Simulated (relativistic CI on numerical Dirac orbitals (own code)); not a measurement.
# W⁵⁺ (5d) in crystal fields: levels and magnetism

Aim: the levels, ground state and powder susceptibility of W⁵⁺ in 6 parametric crystal fields.

Method: Dirac-Coulomb-Breit CI, KLI orbitals optimised for each configuration, model QED (radiative potential, 1s self-energy scaled to tabulated hydrogen-like ionisation energies), valence Slater integrals scaled by 0.65, one configuration in a parametric crystal field. Code: relativistic CI on numerical Dirac orbitals (own code) version 1.

### 1 What is computed

```
ion            : W⁵⁺ (W VI)
nuclear charge : 74
electrons      : 69
open shell     : 5d
Slater scale   : 0.65
field 1 (cm⁻¹) : Td, 10Dq = -10200
field 2 (cm⁻¹) : Oh, 10Dq = 77150
field 3 (cm⁻¹) : Td, 10Dq = -22950
field 4 (cm⁻¹) : Oh, 10Dq = 63800
field 5 (cm⁻¹) : Td, 10Dq = -8700
field 6 (cm⁻¹) : D3d, 10Dq = 40450, Dsigma = -1100, Dtau = 190
```

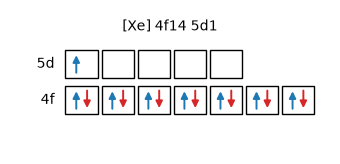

The shells outside the core, filled by Hund's rule for the drawing.

### 2 Field 1: Td, 10Dq = -10200

The run's settings:

```ini
atom W  Z=74  charge=5  electrons=69
nucleus A=184  rms_radius_fm=5.3658
hamiltonian dirac-coulomb  breit=on  qed=on  c_scale=1
orbitals kli  potential=per-configuration
slater_scale 0.65
correlation none
mixing on
configurations
  [Xe] 4f14 5d
end
crystal_field Td 10Dq=-10200
```

### 3 Field 2: Oh, 10Dq = 77150

Settings: those of step 2 with these lines changed.

```diff
@@ -10,2 +10,2 @@
 end
-crystal_field Td 10Dq=-10200
+crystal_field Oh 10Dq=77150
```

### 4 Field 3: Td, 10Dq = -22950

Settings: those of step 3 with these lines changed.

```diff
@@ -10,2 +10,2 @@
 end
-crystal_field Oh 10Dq=77150
+crystal_field Td 10Dq=-22950
```

### 5 Field 4: Oh, 10Dq = 63800

Settings: those of step 4 with these lines changed.

```diff
@@ -10,2 +10,2 @@
 end
-crystal_field Td 10Dq=-22950
+crystal_field Oh 10Dq=63800
```

### 6 Field 5: Td, 10Dq = -8700

Settings: those of step 5 with these lines changed.

```diff
@@ -10,2 +10,2 @@
 end
-crystal_field Oh 10Dq=63800
+crystal_field Td 10Dq=-8700
```

### 7 Field 6: D3d, 10Dq = 40450, Dsigma = -1100, Dtau = 190

Settings: those of step 6 with these lines changed.

```diff
@@ -10,2 +10,2 @@
 end
-crystal_field Td 10Dq=-8700
+crystal_field D3d 10Dq=40450 Dsigma=-1100 Dtau=190
```

(Steps that only read results are left out.)

**Question.** What will these runs give? Wanted: ground spin; ground doublet.

As calculated:

| field | ground state | degeneracy | S | J | first gap (cm⁻¹) | stabilisation (cm⁻¹) | χT at 2 K | χT at 300 K |
| --- | --- | --- | --- | --- | --- | --- | --- | --- |
| 1: Td | G8 | 4 | 0.50 | 1.78 | 11654 | -2830 | 0.152 | 0.170 |
| 2: Oh | G8 | 4 | 0.50 | 1.90 | 5017 | -27843 | 0.005 | 0.036 |
| 3: Td | G8 | 4 | 0.50 | 1.97 | 22749 | -9652 | 0.207 | 0.220 |
| 4: Oh | G8 | 4 | 0.50 | 1.89 | 5057 | -22542 | 0.007 | 0.038 |
| 5: Td | G8 | 4 | 0.50 | 1.74 | 10596 | -2151 | 0.158 | 0.176 |
| 6: D3d | G56 | 2 | 0.50 | 1.84 | 1658 | -14588 | 0.013 | 0.042 |

χT is in cm³ K/mol; stabilisation counts from the free ion's lowest level; S and J come from the expectation values of their squares.

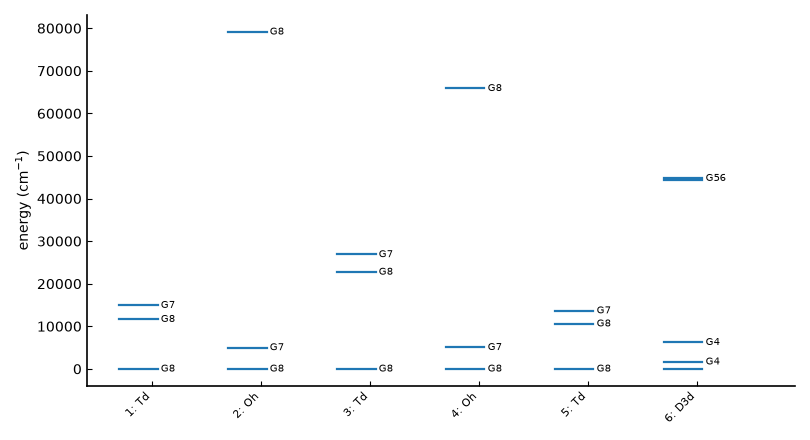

The lowest levels in each field.

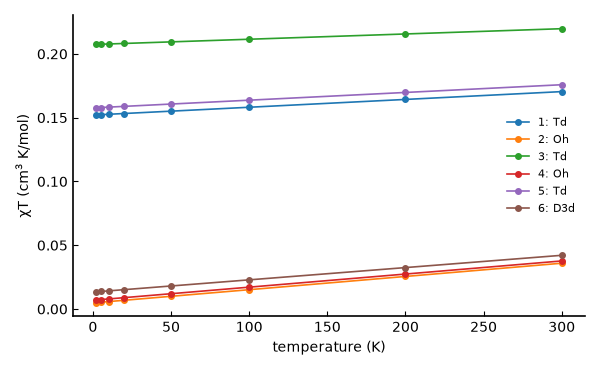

χT against temperature, by Van Vleck's formula.

| quantity | value |
| --- | --- |
| ground spin (effective S from ⟨S²⟩) | 1: 0.50, 2: 0.50, 3: 0.50, 4: 0.50, 5: 0.50, 6: 0.50 |
| χT at 300 K | 0.04 to 0.22 cm³ K/mol |
| ground doublet | field 6, g = 0.00, 0.00, 0.65 |

All fields leave the ground state at S = 1/2. The lowest doublet of field 6 is strongly axial. The field is a set of parameters, without covalency or charge transfer.
